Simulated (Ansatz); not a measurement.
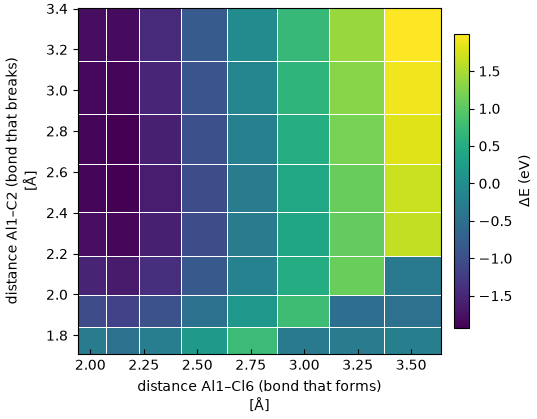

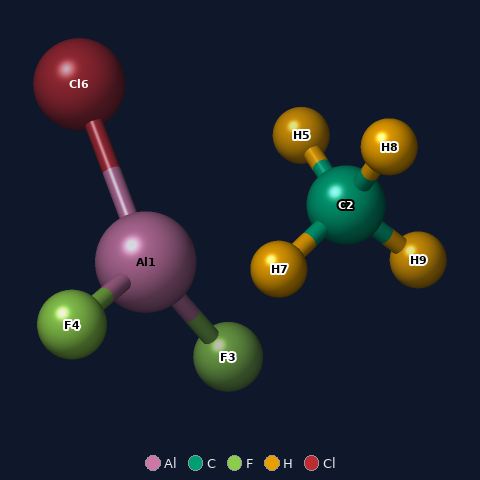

Energy landscape of the reacting system CH4AlClF2 (fragments CH₃AlF₂ + ClH where the first distance is long, AlClF₂ + CH₄ where the second is long). 
- The first coordinate is: distance Al1–Cl6 (bond that forms); the second: distance Al1–C2 (bond that breaks).
- Relaxed at each point: all other coordinates.
- The scan uses an 8 × 8 grid.
- Points are written as (first, second).
- Energies: eV, counted from a guessed transition structure relaxed with its forming and breaking bonds held.
- Energies and slopes of some neighbouring points disagree (a jump in structure or state, or too coarse a mesh). The reference is spin-restricted, so regions where a bond is pulled apart into radicals lie too high.
- Level of theory: RKS B3LYP-D4/def2-SVP (Ansatz).

In the figure: one coloured cell a grid point. The second picture is the structure at the lowest point.

**Describe this landscape.**

The lowest grid point is at (2.139 Å, 2.518 Å), −1.93 eV from a guessed transition structure relaxed with its forming and breaking bonds held. Other grid points that lie below all their neighbours: (3.244 Å, 1.905 Å) (1.40 eV higher). The highest grid point, (3.507 Å, 3.273 Å), lies 3.93 eV above the lowest.

Each point was launched as `ansatz run input.yaml --threads 1 --pin off --max-ram 2560MiB --backend cpu --events-out ev --progress --plain --runs-dir out`. The whole map (64 points run) took 35 min on 1 thread of Arm Neoverse V1 (shared host).
